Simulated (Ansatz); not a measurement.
Profile along the O–Li line in Li2O (anti-fluorite)

Li$_{2}$O (anti-fluorite)

```xyz
3
Lattice="0.0000 2.2900 2.2900 2.2900 0.0000 2.2900 2.2900 2.2900 0.0000" Properties=species:S:1:pos:R:3 pbc="T T T"
O      0.0000     0.0000     0.0000
Li     1.1450     1.1450     1.1450
Li     3.4350     3.4350     3.4350
```

Fields along a shortest O–Li line of a {110} plane (1.98 Å), from O to Li, interpolated on the slice's grid (step about 0.2 Å). Calculation: PBEsol (plane waves to 420 eV, PAW, scalar-relativistic; Ansatz, an electronic-structure program). k mesh 12×12×12. Inside the PAW spheres the values are not all-electron values, and peaks at nuclei hang on which shells count as valence. Li2O was relaxed with its symmetry unable to fall.

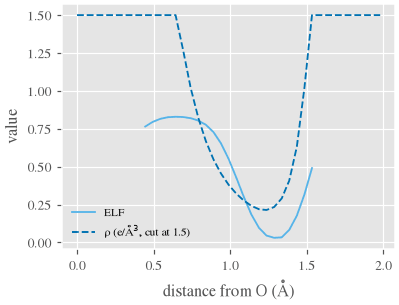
Figure: ELF (away from the nuclei) and valence density from O to Li.

Density on the O–Li line (1.98 Å) at its density minimum, 1.2 Å from O: 0.21 e/Å³. ELF at that point: 0.0. Character of the O–Li contact (rough rule: ELF there above 0.7 covalent, below 0.2 ionic, polar between): closed-shell (ionic).
